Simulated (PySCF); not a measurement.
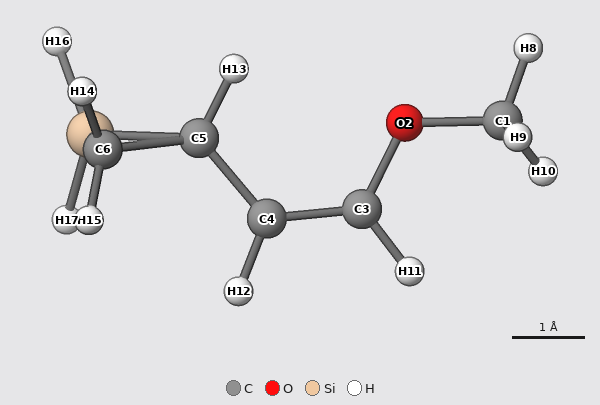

Fig. 1: The input geometry of run 1 (ball-and-stick view, seen on its broad side; atoms are numbered from 1 in the order of the input). Bond lengths as drawn: C–C 1.34 to 1.54 Å, C–H 1.09 to 1.11 Å, C–O 1.35 to 1.40 Å, C–Si 1.86 to 1.88 Å and H–Si 1.48 to 1.49 Å.

**Two runs on C5H10OSi**

System: C5H10OSi.
Method of run 1: GIAO PBE0/pcSseg-1 NMR shielding, non-relativistic, IEF-PCM water (PySCF 2.14.0).

The geometry comes from this level: PBE0-D3(BJ)/def2-SVP. Text and figures count atoms from 1; the logs count them from 0 in places.

**Input, run 1**
```
{"job": {"kind": "nmr", "xc": "PBE0", "basis": "pcSseg-1", "solvent": "water", "pop": false}, "charge": 0, "multiplicity": 1}
C      3.401860     1.453437     0.698747
O      2.099655     1.153713     0.284894
C      1.956212     0.031386    -0.455590
C      0.763699    -0.548349    -0.648094
C     -0.499322    -0.070995    -0.061923
C     -1.624706    -1.080243     0.234669
Si    -2.066479     0.150605    -1.084756
H      3.371432     2.428391     1.202906
H      3.793312     0.700708     1.407288
H      4.097550     1.522826    -0.158216
H      2.870751    -0.363184    -0.916280
H      0.737819    -1.425311    -1.301604
H     -0.354453     0.696554     0.707496
H     -2.089726    -1.015803     1.224140
H     -1.425225    -2.115210    -0.067078
H     -3.000150     1.261771    -0.769683
H     -2.068758    -0.305386    -2.497521
```

The first line tells a small driver script what to run in PySCF; the rest is the geometry in Å.

Command:
```bash
OMP_NUM_THREADS=1 python <driver script> task.json out
```

Hardware: 1 CPU thread, shared host.

**Output (run 1)**
```
coarse grid: 14344 points
cycle   1  E = -560.5864927435  dE =  8.266e-01  |g| = 5.558e-01  |ddm| = 3.679e+00
cycle   2  E = -560.5338493024  dE =  5.264e-02  |g| = 7.473e-01  |ddm| = 1.150e+00
cycle   3  E = -560.6545608084  dE = -1.207e-01  |g| = 6.582e-02  |ddm| = 7.008e-01
cycle   4  E = -560.6553430278  dE = -7.822e-04  |g| = 2.472e-02  |ddm| = 6.371e-02
cycle   5  E = -560.6554903155  dE = -1.473e-04  |g| = 5.084e-03  |ddm| = 2.409e-02
cycle   6  E = -560.6554961156  dE = -5.800e-06  |g| = 1.467e-03  |ddm| = 5.475e-03
final grid: 132896 points
cycle   7  E = -560.7075639329  dE = -2.228e-05  |g| = 1.106e-02  |ddm| = 2.816e-02
cycle   8  E = -560.7075373205  dE =  2.661e-05  |g| = 1.611e-02  |ddm| = 1.949e-02
cycle   9  E = -560.7075886756  dE = -5.136e-05  |g| = 1.559e-03  |ddm| = 1.220e-02
cycle  10  E = -560.7075892391  dE = -5.635e-07  |g| = 2.469e-04  |ddm| = 1.503e-03
cycle  11  E = -560.7075892511  dE = -1.197e-08  |g| = 1.093e-04  |ddm| = 2.686e-04
cycle  12  E = -560.7075892539  dE = -2.824e-09  |g| = 2.020e-05  |ddm| = 1.014e-04
cycle  13  E = -560.7075892540  dE = -8.617e-11  |g| = 7.668e-06  |ddm| = 2.467e-05
converged SCF energy = -560.7075892540

GIAO shielding tensors (ppm)
atom      isotropic    diamagn.    paramagn.     s11        s22        s33       span
  0 C      125.698     240.071    -114.373     94.012     99.093    183.988     89.976
  1 O      249.099     403.907    -154.809    143.684    288.701    314.910    171.226
  2 C       34.997     252.957    -217.960    -57.513     70.544     91.959    149.472
  3 C       70.095     254.317    -184.222    -32.296    102.698    139.883    172.178
  4 C      178.414     251.143     -72.729    142.818    177.617    214.805     71.987
  5 C      185.935     253.453     -67.518    154.324    192.852    210.628     56.304
  6 Si     485.266     881.387    -396.121    381.071    402.253    672.473    291.401
  7 H       27.386      26.953       0.434     23.543     25.284     33.331      9.788
  8 H       27.687      27.053       0.634     23.768     25.469     33.824     10.055
  9 H       27.553      25.811       1.742     24.035     25.254     33.370      9.335
 10 H       25.142      31.181      -6.040     22.646     25.125     27.654      5.008
 11 H       27.027      32.272      -5.245     24.174     25.816     31.091      6.917
 12 H       29.211      33.277      -4.066     22.258     28.857     36.517     14.259
 13 H       30.293      30.073       0.220     24.588     26.311     39.980     15.392
 14 H       30.765      30.599       0.166     25.802     27.230     39.264     13.462
 15 H       28.344      29.718      -1.374     23.317     25.766     35.950     12.633
 16 H       28.629      29.913      -1.284     23.599     26.790     35.498     11.899
```

The input of run 2 differs as follows (lines with − go, lines with + come):
```diff
-"solvent": "water"
-"pop": false
+"solvent": "tetrahydrofuran"
+"pop": true
```

What does this change do to the results?

The total energy of run 2 is 0.8 kcal/mol higher: the change of the electrostatic solvation energy at this fixed geometry, without cavity or dispersion terms. The dipole moment goes from 1.67 to 1.63 D. Of all shieldings, the largest change is that of O2, by −0.4 ppm. The number of SCF iterations is the same.

**Output (run 2)**
```
coarse grid: 14344 points
cycle   1  E = -560.5838671462  dE =  8.291e-01  |g| = 5.596e-01  |ddm| = 3.679e+00
cycle   2  E = -560.5270142915  dE =  5.685e-02  |g| = 7.611e-01  |ddm| = 1.188e+00
cycle   3  E = -560.6531758420  dE = -1.262e-01  |g| = 6.652e-02  |ddm| = 7.325e-01
cycle   4  E = -560.6539799055  dE = -8.041e-04  |g| = 2.517e-02  |ddm| = 6.563e-02
cycle   5  E = -560.6541323538  dE = -1.524e-04  |g| = 5.440e-03  |ddm| = 2.492e-02
cycle   6  E = -560.6541386815  dE = -6.328e-06  |g| = 1.983e-03  |ddm| = 6.172e-03
final grid: 132896 points
cycle   7  E = -560.7062215068  dE = -2.471e-05  |g| = 1.016e-02  |ddm| = 2.823e-02
cycle   8  E = -560.7062024360  dE =  1.907e-05  |g| = 1.424e-02  |ddm| = 1.703e-02
cycle   9  E = -560.7062426571  dE = -4.022e-05  |g| = 1.340e-03  |ddm| = 1.040e-02
cycle  10  E = -560.7062430520  dE = -3.949e-07  |g| = 2.592e-04  |ddm| = 1.364e-03
cycle  11  E = -560.7062430652  dE = -1.322e-08  |g| = 1.131e-04  |ddm| = 2.852e-04
cycle  12  E = -560.7062430683  dE = -3.068e-09  |g| = 2.089e-05  |ddm| = 1.051e-04
cycle  13  E = -560.7062430684  dE = -9.527e-11  |g| = 7.848e-06  |ddm| = 2.603e-05
converged SCF energy = -560.7062430684

GIAO shielding tensors (ppm)
atom      isotropic    diamagn.    paramagn.     s11        s22        s33       span
  0 C      125.720     240.038    -114.319     94.092     99.284    183.783     89.691
  1 O      248.658     403.738    -155.080    143.539    288.380    314.055    170.517
  2 C       35.201     252.948    -217.747    -57.332     71.287     91.647    148.979
  3 C       69.850     254.283    -184.433    -32.520    102.613    139.457    171.978
  4 C      178.236     251.006     -72.770    142.582    177.521    214.606     72.024
  5 C      185.667     253.383     -67.716    154.021    192.715    210.266     56.245
  6 Si     485.088     881.373    -396.285    380.817    402.508    671.938    291.121
  7 H       27.402      26.997       0.405     23.562     25.311     33.333      9.772
  8 H       27.721      27.106       0.615     23.804     25.515     33.844     10.040
  9 H       27.614      25.880       1.733     24.095     25.329     33.416      9.321
 10 H       25.213      31.204      -5.991     22.748     25.158     27.734      4.985
 11 H       27.085      32.284      -5.200     24.259     25.840     31.156      6.897
 12 H       29.178      33.233      -4.054     22.226     28.822     36.488     14.262
 13 H       30.308      30.100       0.208     24.621     26.348     39.954     15.333
 14 H       30.803      30.633       0.170     25.859     27.296     39.256     13.397
 15 H       28.358      29.738      -1.381     23.330     25.796     35.948     12.619
 16 H       28.651      29.935      -1.284     23.624     26.830     35.500     11.876
```

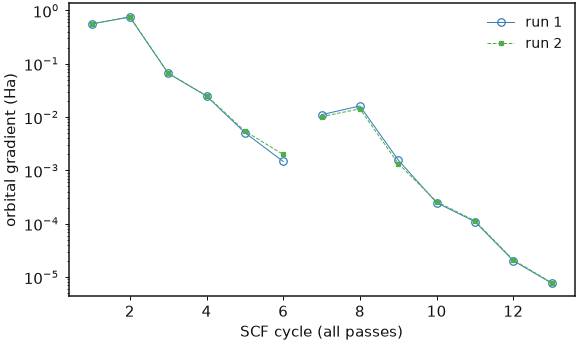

Fig. 2: Convergence of the two runs: orbital gradient against the SCF cycle. A break in a curve parts two SCF passes (coarse and final grid). Run 1 takes 13 cycles in all, and run 2 takes 13.

**The two runs side by side**

| quantity | run 1 | run 2 |
| --- | --- | --- |
| outcome | converged | converged |
| total energy (hartree) | −560.707589 | −560.706243 |
| HOMO (eV) | −5.76 | −5.72 |
| LUMO (eV) | 0.21 | 0.23 |
| dipole moment (D) | 1.67 | 1.63 |
| shielding of O2 (ppm) | 249.1 | 248.7 |
| shielding of C3 (ppm) | 35.0 | 35.2 |
| shielding of C4 (ppm) | 70.1 | 69.8 |
| shielding of C5 (ppm) | 178.4 | 178.2 |
| shielding of C6 (ppm) | 185.9 | 185.7 |
| shielding of Si7 (ppm) | 485.3 | 485.1 |
| shielding of H11 (ppm) | 25.1 | 25.2 |
| SCF iterations | 13 | 13 |
| basis functions | 176 | 176 |
| wall time (shared host) | 16 s | 18 s |
